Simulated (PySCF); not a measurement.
AlSb (charge +1, quartet)

```json
{"atom": "Al", "x (Å)": "0.0000", "y (Å)": "0.0000", "z (Å)": "-2.2990"}
{"atom": "Sb", "x (Å)": "0.0000", "y (Å)": "0.0000", "z (Å)": "0.5130"}
```

Core potentials replace the inner electrons of Sb.

Computed with PBE0/def2-TZVPPD, non-relativistic Hamiltonian with scalar-relativistic core potentials where named, at a bond length of 2.812 Å in PySCF.

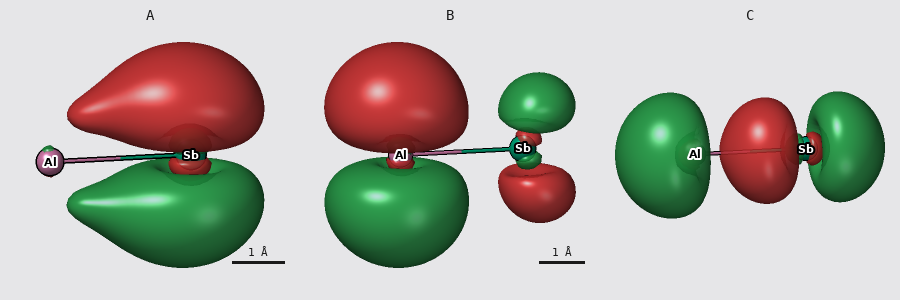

Figure 1. Three frontier α-spin orbitals, each drawn at the value that holds 80 % of its norm (green and red are the two phases), in no order; of a degenerate pair one member is drawn.

Q: Name the orbitals and rank them from lowest to highest energy.

A: Orbital A: π, occupied in this spin, −11.91 eV; mainly on Sb (90 %).
Orbital C: σ, occupied in this spin, −11.87 eV; shared between the atoms (Al 50 %, Sb 50 %).
Orbital B: π, empty in this spin, −7.26 eV; mainly on Al (85 %).

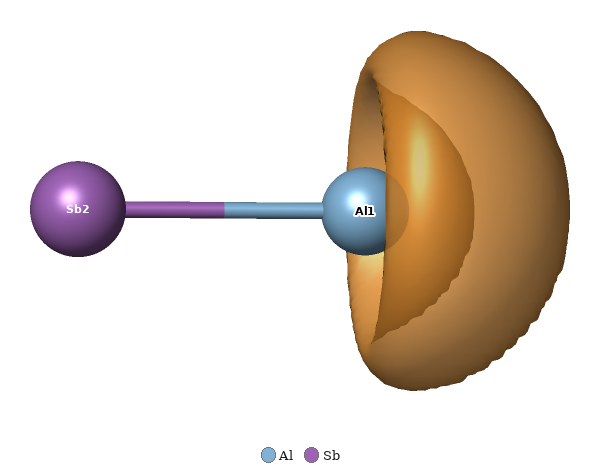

Figure 2. Isosurface of the ELF at 0.85 (orange), seen from one side. Core shells and regions of very low density are left out.

Q: Describe the localisation domains.

A: The ELF exceeds this value in one lobe on Al, pointing away from the bonds (non-bonding electrons).


Al–Sb (2.81 Å): the ELF is about 0.70 at the midpoint.
